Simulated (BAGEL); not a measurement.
# A workflow on BrF (bromine fluoride)

We compute a structure relaxation (HF/cc-pVDZ), then a geometry optimisation (HF/cc-pVTZ), then a geometry optimisation (HF/cc-pVQZ), then a geometry optimisation (HF/cc-pV5Z) of BrF (bromine fluoride). 

Program for the calculation: BAGEL 1.2.2.

**1. The system as given**

BrF has 2 atoms, charge 0, and is taken as a singlet. SMILES: `FBr`. The coordinates come from a GFN2-xTB relaxation. The run starts from this shape.

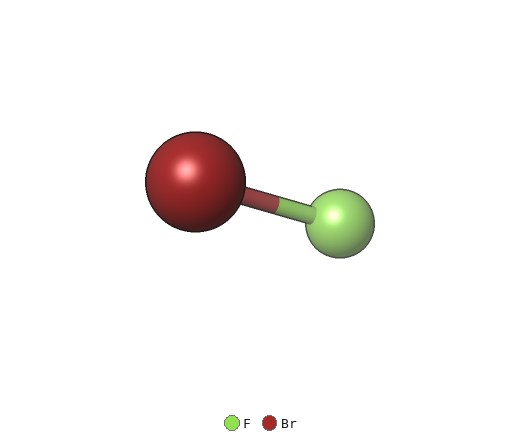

Viewed from a chosen angle; fluorine green, bromine red.

**2. A geometry optimisation at HF/cc-pVDZ (density fitting with tzvpp-jkfit, property bond length) (run 1)**

Input file job.json:

```json
{ "bagel": [

{
  "title": "molecule",
  "basis": "cc-pvdz.json",
  "df_basis": "tzvpp-jkfit",
  "angstrom": true,
  "geometry": [
    { "atom": "F", "xyz": [       0.000000,       0.000000,       0.000000 ] },
    { "atom": "Br", "xyz": [       0.000000,       0.000000,       1.799940 ] }
  ]
},

{
  "title": "optimize",
  "maxiter": 40,
  "method": [
    {
      "title": "hf"
    }
  ]
}

]}
```

The basis set cc-pVDZ is read from a file made from the Basis Set Exchange's data (not shown).

Started as:

```sh
BAGEL_NUM_THREADS=1 BAGEL job.json > job.out
```

Output:

```text
* using 1 threads per process

  ===============================================================
  ===============================================================

  *** Geometry ***

  { "atom" : "F", "xyz" : [      0.000000,      0.000000,      0.000000 ] },
  { "atom" : "Br", "xyz" : [      0.000000,      0.000000,      3.401394 ] },

  Number of auxiliary basis functions:      343

  Since a DF basis is specified, we compute 2- and 3-index integrals:
    o Being stored without compression. Storage requirement is 0.005 GB

[... 23 lines left out ...]
    * SCF iteration converged.
[... 1 line left out ...]
    * Permanent dipole moment:
[... 14 lines left out ...]
  === Convergence status ===
[... 1 line left out ...]
                         Maximum     Tolerance   Converged?
[... 4 lines left out ...]
  *** Geometry optimization started ***
     iter         energy               grad rms       time

      1      -2671.74627654          0.01384904        0.67
      2      -2671.74704652          0.00705429        0.61
      3      -2671.74728772          0.00085749        0.61
      4      -2671.74729106          0.00004512        0.60
      5      -2671.74729107          0.00000027        0.58

  *** Geometry ***

  { "atom" : "F", "xyz" : [      0.000000,      0.000000,      0.064921 ] },
  { "atom" : "Br", "xyz" : [      0.000000,      0.000000,      3.384700 ] },

    * METHOD: OPTIMIZE                             3.07

  ===============================================================
```

Wall time 3.3 s (1 thread of Arm Neoverse V2, shared host); peak memory 0.089 GiB.

Step by step:

```csv
step,energy from the first frame kept (eV),largest force (eV/Å)
0,0.0000,1.2335
1,-0.0210,0.6283
2,-0.0275,0.0764
3,-0.0276,0.0040
4,-0.0276,0.0000
```

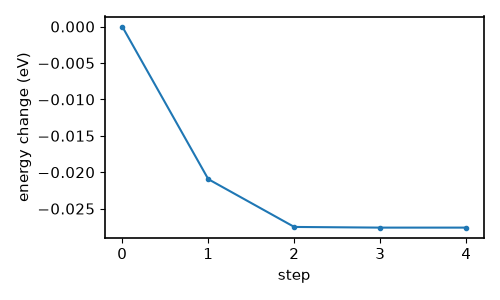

Energy along the run.

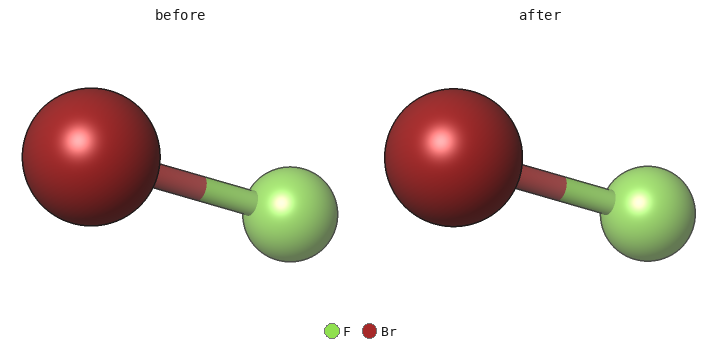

Before and after, at one scale.

After the run. Bond lengths: F1–Br2 1.757 Å.

**3. A structure relaxation at HF/cc-pVTZ (density fitting with tzvpp-jkfit, property bond length) (run 2)**

Changes to job.json since step 2:

```diff
@@ -4,3 +4,3 @@
   "title": "molecule",
-  "basis": "cc-pvdz.json",
+  "basis": "cc-pvtz.json",
   "df_basis": "tzvpp-jkfit",
@@ -17,5 +17,3 @@
   "method": [
-    {
-      "title": "hf"
-    }
+    { "title": "hf" }
   ]
```

The basis set cc-pVTZ is read from a file made from the Basis Set Exchange's data (not shown).

Started as:

```sh
BAGEL_NUM_THREADS=1 BAGEL job.json > job.out
```

Output:

```text
* using 1 threads per process

  ===============================================================
  ===============================================================

  *** Geometry ***

  { "atom" : "F", "xyz" : [      0.000000,      0.000000,      0.000000 ] },
  { "atom" : "Br", "xyz" : [      0.000000,      0.000000,      3.401394 ] },

  Number of auxiliary basis functions:      343

  Since a DF basis is specified, we compute 2- and 3-index integrals:
    o Being stored without compression. Storage requirement is 0.015 GB

[... 23 lines left out ...]
    * SCF iteration converged.
[... 1 line left out ...]
    * Permanent dipole moment:
[... 14 lines left out ...]
  === Convergence status ===
[... 1 line left out ...]
                         Maximum     Tolerance   Converged?
[... 7 lines left out ...]
      1      -2671.86242344          0.02568469        1.38
      2      -2671.86516715          0.01435952        1.25
      3      -2671.86612280          0.00405035        1.26
      4      -2671.86618993          0.00044392        1.23
      5      -2671.86619078          0.00001190        1.21
      6      -2671.86619078          0.00000005        1.14

  *** Geometry ***

  { "atom" : "F", "xyz" : [      0.000000,      0.000000,      0.125417 ] },
  { "atom" : "Br", "xyz" : [      0.000000,      0.000000,      3.369143 ] },

    * METHOD: OPTIMIZE                             7.47

  ===============================================================
```

It took 7.8 s on 1 thread of Arm Neoverse V2, shared host; peak memory 0.16 GiB.

Steps, from the record of the run:

```csv
step,energy from the first frame kept (eV),largest force (eV/Å)
0,0.0000,2.2876
1,-0.0747,1.2789
2,-0.1007,0.3607
3,-0.1025,0.0395
4,-0.1025,0.0011
5,-0.1025,0.0000
```

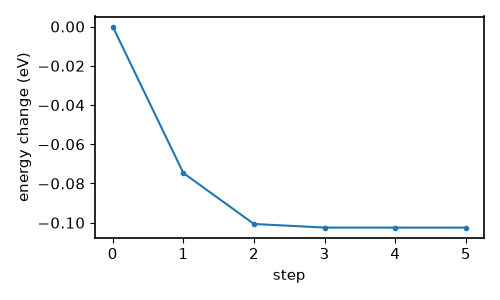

Energy along the run.

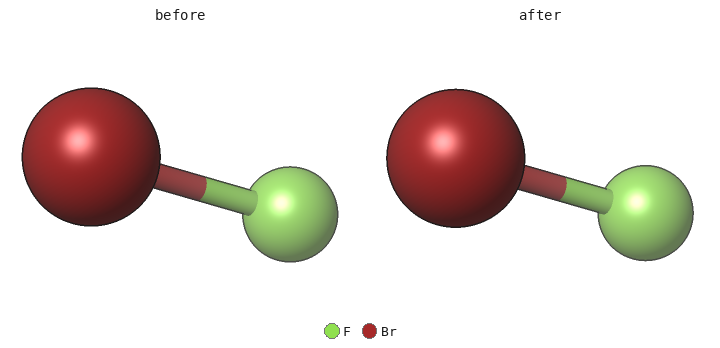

Before and after, at one scale.

After the run. Bond lengths: F1–Br2 1.717 Å.

Run 3 isn't shown in full; the table further down has it.

**4. A geometry optimisation at HF/cc-pV5Z (density fitting with qzvpp-jkfit, property bond length) (run 4)**

Input file job.json:

```json
{ "bagel": [

{
  "title": "molecule",
  "basis": "cc-pv5z.json",
  "df_basis": "qzvpp-jkfit",
  "angstrom": true,
  "geometry": [
    { "atom": "F", "xyz": [    0.000000,    0.000000,    0.000000 ] },
    { "atom": "Br", "xyz": [    0.000000,    0.000000,    1.799940 ] }
  ]
},
{
  "title": "optimize",
  "opttype": "energy",
  "maxiter": 40,
  "method": [
    { "title": "hf" }
  ]
}

]}
```

The basis set cc-pV5Z is read from a file made from the Basis Set Exchange's data (not shown).

Started as:

```sh
BAGEL_NUM_THREADS=1 BAGEL job.json > job.out
```

Output:

```text
* using 1 threads per process

  ===============================================================
  ===============================================================

  *** Geometry ***

  { "atom" : "F", "xyz" : [      0.000000,      0.000000,      0.000000 ] },
  { "atom" : "Br", "xyz" : [      0.000000,      0.000000,      3.401394 ] },

  Number of auxiliary basis functions:      343

  Since a DF basis is specified, we compute 2- and 3-index integrals:
    o Being stored without compression. Storage requirement is 0.104 GB

[... 23 lines left out ...]
    * SCF iteration converged.
[... 1 line left out ...]
    * Permanent dipole moment:
[... 14 lines left out ...]
  === Convergence status ===
[... 1 line left out ...]
                         Maximum     Tolerance   Converged?
[... 7 lines left out ...]
      1      -2671.87905875          0.02690375        5.32
      2      -2671.88207713          0.01514758        5.04
      3      -2671.88313282          0.00451887        5.07
      4      -2671.88321545          0.00051728        4.97
      5      -2671.88321660          0.00001521        4.81
      6      -2671.88321660          0.00000006        4.54

  *** Geometry ***

  { "atom" : "F", "xyz" : [      0.000000,      0.000000,      0.131736 ] },
  { "atom" : "Br", "xyz" : [      0.000000,      0.000000,      3.367519 ] },

    * METHOD: OPTIMIZE                            29.78

  ===============================================================
```

Run time: 30 s. Hardware: 1 thread of Arm Neoverse V2, shared host; peak memory 0.62 GiB.

The path in brief:

```csv
step,energy from the first frame kept (eV),largest force (eV/Å)
0,0.0000,2.3962
1,-0.0821,1.3491
2,-0.1109,0.4025
3,-0.1131,0.0461
4,-0.1131,0.0014
5,-0.1131,0.0000
```

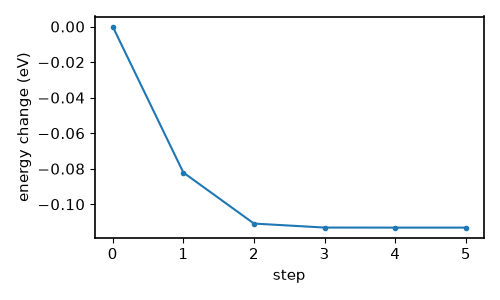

Energy along the run.

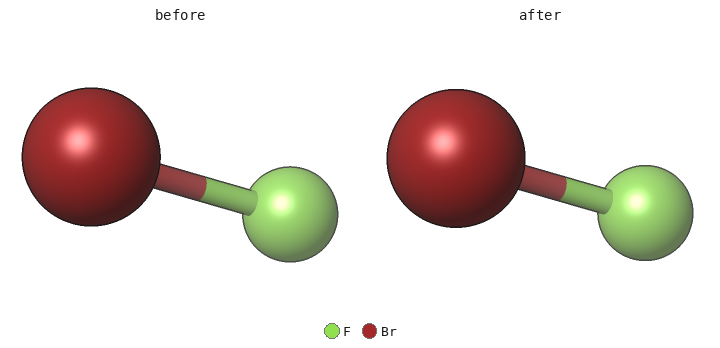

Before and after, at one scale.

After the run. Bond lengths: F1–Br2 1.712 Å.

**5. The series**

```csv
run,level,integral approximation,energy (Eh),bond length (Å),wall time
1,"HF/cc-pVDZ (density fitting with tzvpp-jkfit, property bond length)",tzvpp-jkfit,-2671.747291,1.757,3.3 s
2,"HF/cc-pVTZ (density fitting with tzvpp-jkfit, property bond length)",tzvpp-jkfit,-2671.866191,1.717,7.8 s
3,"HF/cc-pVQZ (density fitting with qzvpp-jkfit, property bond length)",qzvpp-jkfit,-2671.880190,1.713,16 s
4,"HF/cc-pV5Z (density fitting with qzvpp-jkfit, property bond length)",qzvpp-jkfit,-2671.883217,1.712,30 s
```

Convergence of the total energy with the basis set, against the last and best point:

```csv
basis set,from the best (mEh),wall time
cc-pVDZ,+135.926,3.3 s
cc-pVTZ,+17.026,7.8 s
cc-pVQZ,+3.026,16 s
cc-pV5Z,+0.000,30 s
```

Convergence of the bond length with the basis set, against the last and best point:

```csv
basis set,from the best (Å),wall time
cc-pVDZ,+0.04445,3.3 s
cc-pVTZ,+0.00420,7.8 s
cc-pVQZ,+0.00083,16 s
cc-pV5Z,+0.00000,30 s
```

**6. Outcome**

| quantity | value |
| --- | --- |
| run 4, HF/cc-pV5Z: total energy at the end | -2671.88322 Eh |
| run 4, HF/cc-pV5Z: bond length | 1.712 Å |

In words: For the total energy to stay within 10 mEh of the best point, cc-pVQZ is the least that serves (16 s against 30 s). All runs together took 57 s, the longest 30 s.
